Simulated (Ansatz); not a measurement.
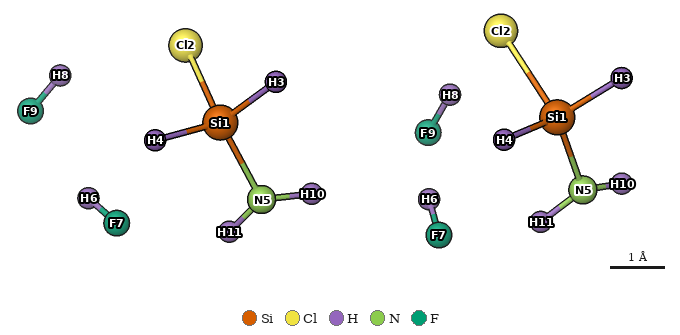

Two geometries of SiNH$_{6}$ClF$_{2}$, drawn at one scale. One is the start of a relaxation, the other its converged end. Style: ball-and-stick. Shown at a tilt.

Theory: Ansatz, RKS BLYP-D4/cc-pVDZ. Set-up: no spin polarisation; force threshold 0.03 eV/Å; at most 50 steps.

**Which one is relaxed?**

The right one is the relaxed one. The run prepares an end point of a later path (reaction) calculation, from a guessed geometry. The atom that moves furthest after the best rigid fit is F9 (1.14 Å). Largest moves by element: F 1.14 Å, H 1.01 Å, Cl 0.68 Å, N 0.47 Å, Si 0.13 Å. Some distances before and after: Cl2–H8 2.623 → 2.003 Å, Si1–Cl2 2.144 → 2.213 Å, H6–F7 0.922 → 0.969 Å, Si1–N5 1.736 → 1.724 Å. Bond angles that change, for instance: H3–Si1–N5 107.4° → 110.9°, Si1–N5–H10 117.4° → 119.8°, H3–Si1–H4 112.9° → 115.0°. Over 17 accepted moves (19 points after the start) the energy falls by 40.3 kJ/mol. The largest force component goes from 1.4 to 0.023 eV/Å. The line search rejected the trial steps at points 9, 16 of the run.
